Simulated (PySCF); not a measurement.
CH$_{2}$O$_{3}$S, SMILES `C=O.O=S=O`.

PySCF calculation, CAM-B3LYP/6-311G**, gas phase; geometry: GFN2-xTB. GFN2-xTB bond lengths at metals and heavier atoms can be off by up to 0.1 Å and shapes distorted, which carries into these values.

The calculation's input:

```python
import numpy as np
from pyscf import gto, scf, dft
from pyscf.scf import atom_ks, atom_hf
from scipy.linalg import block_diag
from pyscf.dispersion import dftd3

def solve(mol, dm0=None, hcore=None):
    mf = (dft.UKS if mol.spin else dft.RKS)(mol, xc='camb3lyp')
    mf.grids.level = 3
    mf = mf.density_fit(auxbasis='def2-universal-jkfit')
    mf.conv_tol, mf.max_cycle = 1e-8, 80
    if hcore is not None:
        mf.get_hcore = lambda *args: hcore
    mf.kernel(dm0)
    if not mf.converged:
        mf = mf.newton().run(mf.mo_coeff, mf.mo_occ, max_cycle=30)
    assert mf.converged, 'SCF not converged'
    return mf

mol = gto.M(atom='''
C     -2.00540    -0.11730    -0.32020
O     -1.39925     0.55635     0.46647
H     -3.05377     0.08619    -0.57082
H     -1.52930    -0.97395    -0.82334
O      0.54580    -1.31522    -0.17328
S      0.86043    -0.01161     0.36700
O      1.20952     0.98104    -0.61277
''', basis='6-311g**', charge=0, spin=0, verbose=4)
mol_a = gto.M(atom='''
C     -2.00540    -0.11730    -0.32020
O     -1.39925     0.55635     0.46647
H     -3.05377     0.08619    -0.57082
H     -1.52930    -0.97395    -0.82334
ghost-O      0.54580    -1.31522    -0.17328
ghost-S      0.86043    -0.01161     0.36700
ghost-O      1.20952     0.98104    -0.61277
''', basis='6-311g**', charge=0, spin=0, verbose=4)
mol_b = gto.M(atom='''
ghost-C     -2.00540    -0.11730    -0.32020
ghost-O     -1.39925     0.55635     0.46647
ghost-H     -3.05377     0.08619    -0.57082
ghost-H     -1.52930    -0.97395    -0.82334
O      0.54580    -1.31522    -0.17328
S      0.86043    -0.01161     0.36700
O      1.20952     0.98104    -0.61277
''', basis='6-311g**', charge=0, spin=0, verbose=4)
ab, a, b = solve(mol), solve(mol_a), solve(mol_b)
e_int = ab.e_tot - a.e_tot - b.e_tot
print('counterpoise-corrected interaction energy / kcal/mol', e_int * 627.5095)
def disp(atoms, charge):
    m = gto.M(atom=atoms, charge=charge, basis='sto-3g', spin=None, unit='Bohr', verbose=0)
    return dftd3.DFTD3Dispersion(m, xc='camb3lyp', version='d3bj').get_dispersion()['energy']
e_disp = disp(mol._atom, mol.charge) - disp(mol._atom[:4], mol_a.charge) - disp(mol._atom[4:], mol_b.charge)
print('D3(BJ) part / kcal/mol', e_disp * 627.5095)
# spherically averaged free atoms, for the promolecule
atm = atom_ks.get_atm_nrks(mol, xc='camb3lyp')
pro = block_diag(*[(atm[a[0]][2] * atm[a[0]][3]) @ atm[a[0]][2].T for a in mol._atom])
np.savez('result.npz', e_int=e_int, e_disp=e_disp, dm_a=a.make_rdm1(), dm_b=b.make_rdm1(), c=ab.mo_coeff, occ=ab.mo_occ, eps=ab.mo_energy, pro=pro, d=[f.dip_moment(verbose=0) for f in (ab, a, b)])
```

Launched as:

```sh
OMP_NUM_THREADS=1 python input.py
```

The run took 26 s on 1 thread of Arm Neoverse V1 (shared host), peak memory 0.53 GiB.

Partitions, critical points and surface values were worked out afterwards from this run's density.

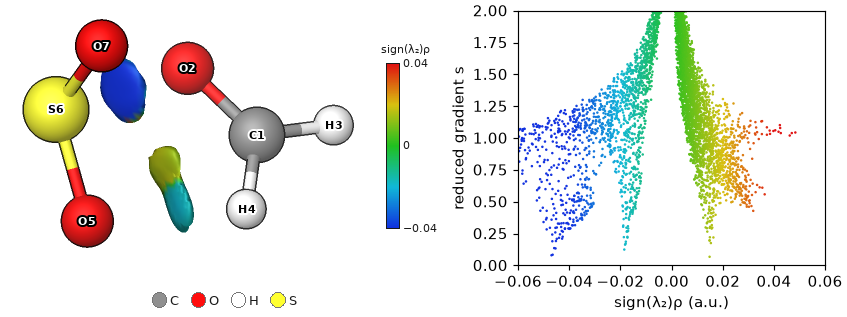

Non-covalent interaction surfaces between the fragments (reduced density gradient s = 0.4, coloured by sign(λ₂)ρ in a.u.; trimmed to the region between the fragments where ρ is under 0.06 a.u.). Fragment A: H2CO (atoms 1–4); fragment B: SO2. The plot gives s against sign(λ₂)ρ for grid points between the fragments.

Q: Interpret the surfaces between the fragments.

A: Bond critical points between the fragments: O2···S6, 2.33 Å, ρ = 0.047 a.u.; H4···O5, weak C–H hydrogen bond, 2.20 Å, ρ = 0.019 a.u. The strongest appears blue (attractive, sign(λ₂)ρ well below zero). Several contacts close a ring, whose ring point adds a part with positive λ₂ between them. The pose is a local one from a semi-empirical search, not shown to be the most stable.

Q: How strongly are they bound?

A: The counterpoise-corrected interaction energy of the frozen fragments is −2.1 kcal/mol without dispersion correction and −3.5 kcal/mol with D3(BJ). The pair geometry is semi-empirical, not a minimum at this level.
